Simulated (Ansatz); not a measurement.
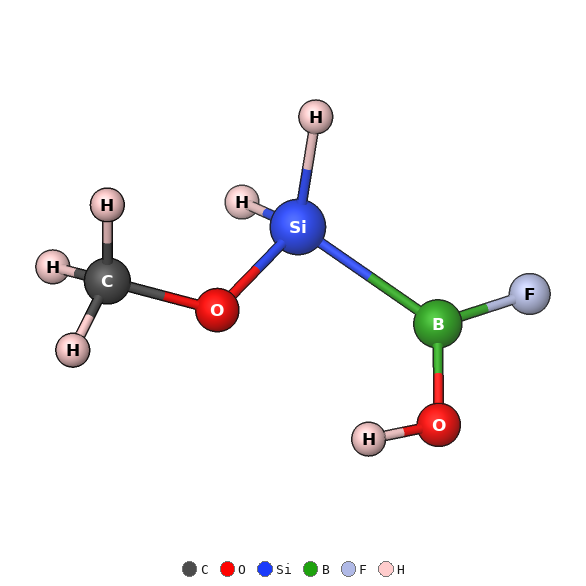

Ball-and-stick drawing of a structure.

Description:

The molecule is CH6BFO2Si. As SMILES it reads `CO[SiH2]B(O)F`. It has no ring. Among its groups: Si–H bond, Si–O bond. This geometry has Cs symmetry. Coordination: 1 C tetrahedral; 2 O bent; 1 Si tetrahedral; 1 B trigonal planar.

The parts below concern this one geometry. Atoms keep their numbers from picture to picture. The geometry was computed by an optimisation with PBE0-D4/def2-TZVP. No frequency run is at hand to confirm it as a minimum.

Geometry

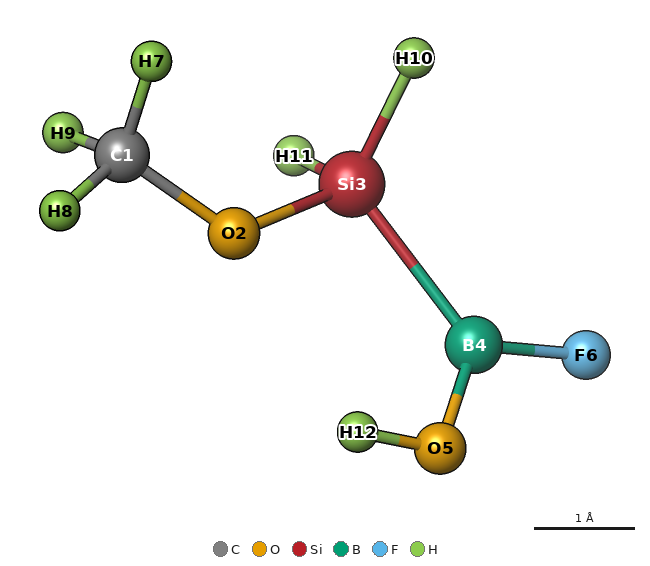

Numbered structure. No frequency run is at hand to confirm it as a minimum.

Give these bond angles: O2–C1–H8, O2–C1–H7, C1–O2–Si3, O2–Si3–B4, O2–Si3–H10, B4–Si3–H10, Si3–B4–O5, Si3–B4–F6, O5–B4–F6, B4–O5–H12.

```json
{"angle": "O2–C1–H8", "degrees": "108.5"}
{"angle": "O2–C1–H7", "degrees": "111.2"}
{"angle": "C1–O2–Si3", "degrees": "123.2"}
{"angle": "O2–Si3–B4", "degrees": "100.2"}
{"angle": "O2–Si3–H10", "degrees": "110.4"}
{"angle": "B4–Si3–H10", "degrees": "114.5"}
{"angle": "Si3–B4–O5", "degrees": "118.7"}
{"angle": "Si3–B4–F6", "degrees": "124.0"}
{"angle": "O5–B4–F6", "degrees": "117.3"}
{"angle": "B4–O5–H12", "degrees": "111.3"}
```

Dipole moment

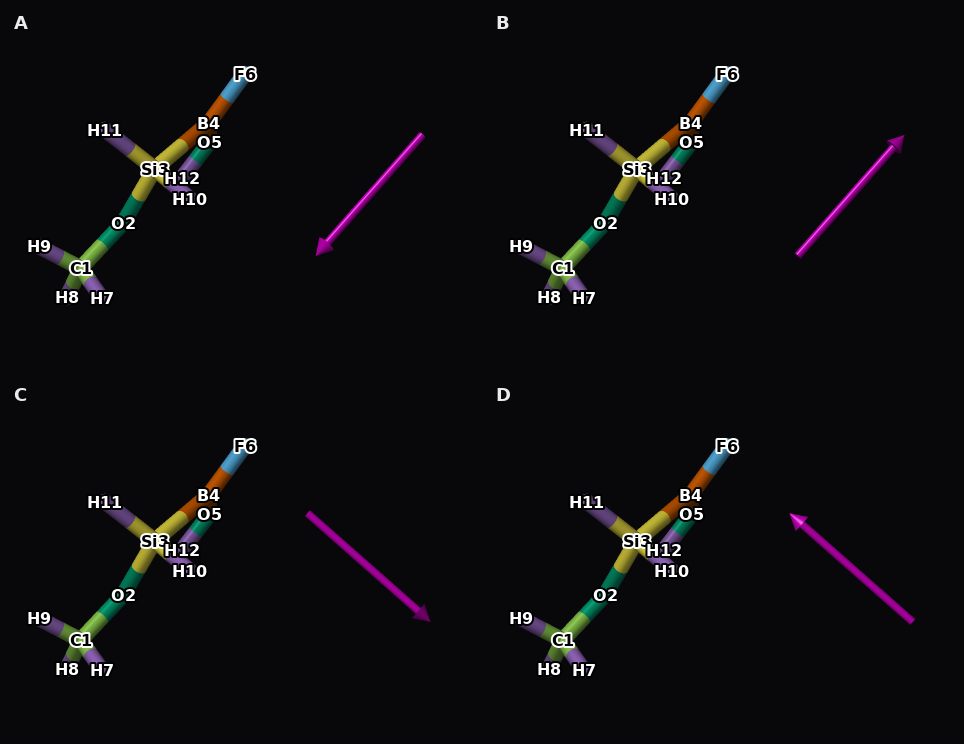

The same molecule four times, each with an arrow. No frequency run is at hand to confirm it as a minimum. Method: RKS PBE0-D4/def2-TZVP (Ansatz 0.2.0).

Which arrow points along the dipole moment, from the negative to the positive end?

A. The dipole moment is 3.12 D; it points from the side of F6 to the side of H8 (the outermost atoms at the two ends).

Electronic properties

No frequency run is at hand to confirm it as a minimum. Properties computed with RKS PBE0-D4/def2-TZVPP (Ansatz 0.2.0).

Predict the main results.

- HOMO energy (Kohn–Sham orbital): −8.36 eV
- LUMO energy (Kohn–Sham orbital): −0.48 eV
- HOMO–LUMO gap: 7.88 eV
- dispersion correction: −18.8 kJ/mol

Charges

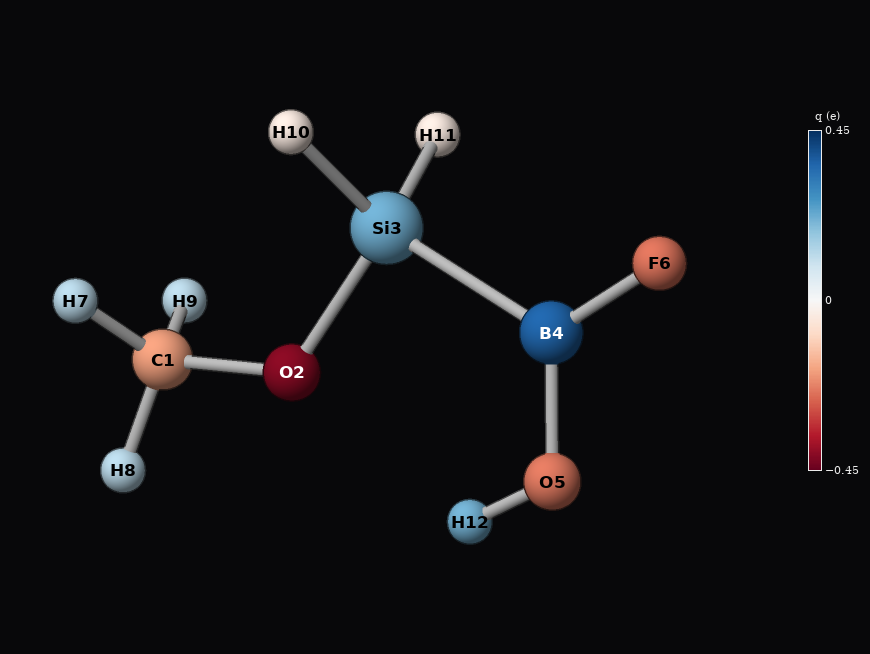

Atoms are coloured by their Mulliken charges. No frequency run is at hand to confirm it as a minimum. Method: RKS ωB97M-V/def2-TZVPP (Ansatz 0.2.0).

Which atom carries the highest charge (most positive or least negative)?

B4 (0.36 e).

And the lowest?

O2 (−0.41 e).

List the Mulliken charges.

```json
{"atom": "C1", "value (e)": "−0.18"}
{"atom": "O2", "value (e)": "−0.41"}
{"atom": "Si3", "value (e)": "0.22"}
{"atom": "B4", "value (e)": "0.36"}
{"atom": "O5", "value (e)": "−0.23"}
{"atom": "F6", "value (e)": "−0.24"}
{"atom": "H7", "value (e)": "0.12"}
{"atom": "H8", "value (e)": "0.12"}
{"atom": "H9", "value (e)": "0.12"}
{"atom": "H10", "value (e)": "−0.04"}
{"atom": "H11", "value (e)": "−0.04"}
{"atom": "H12", "value (e)": "0.21"}
```

Mulliken values depend strongly on the basis set and can even reverse the polarity of a bond.
